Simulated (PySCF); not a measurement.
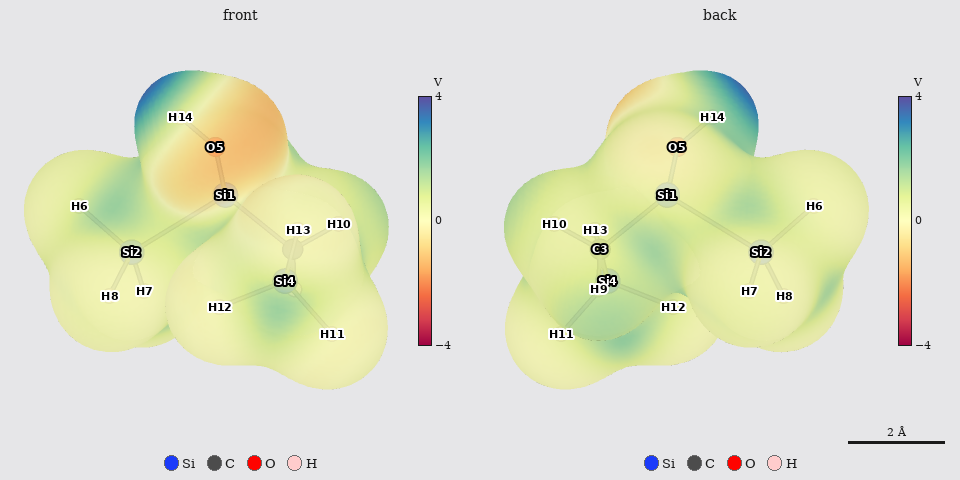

Figure. CH₉OSi₃ (SMILES O[Si]([SiH3])C[SiH3]) (doublet). The molecular electrostatic potential painted on the density surface at 0.004 e/bohr³, seen from the front and from behind; red is negative and blue positive.

Geometry: PBE0-D3(BJ)/def2-SVP.

The calculation used UKS B3LYP, IGLO-III on C O Si, pcH-1 on H, non-relativistic, mean-field spin-orbit, GIAO in PySCF 2.14.0, density-fitted response routines.

Input

```
{"job": {"kind": "epr"}, "charge": 0, "multiplicity": 2}
Si     0.513907     1.176914     0.244407
Si     1.455213     0.459151    -1.794759
C      0.221687    -0.252282     1.426435
Si    -1.295945    -1.288776     0.985005
O     -1.007987     1.858743     0.023075
H      1.573310     1.631355    -2.719065
H      2.830986    -0.062557    -1.518189
H      0.673820    -0.607702    -2.501509
H      1.120641    -0.892320     1.428784
H      0.096010     0.127688     2.455076
H     -1.301176    -2.558616     1.778551
H     -1.269972    -1.647181    -0.466419
H     -2.551156    -0.541061     1.281924
H     -1.065703     2.582040    -0.608981
```

Launched as:

```sh
OMP_NUM_THREADS=1 python cluster_run.py task.json out
```

**Which sites attract a positive test charge, and which a negative one?**

A positive charge is drawn to the negative regions and a negative charge to the positive ones. The most negative region (about −1.3 V) lies over O5, the most positive (about +3.3 V) over H14. O5 is the likeliest acceptor of a hydrogen bond.
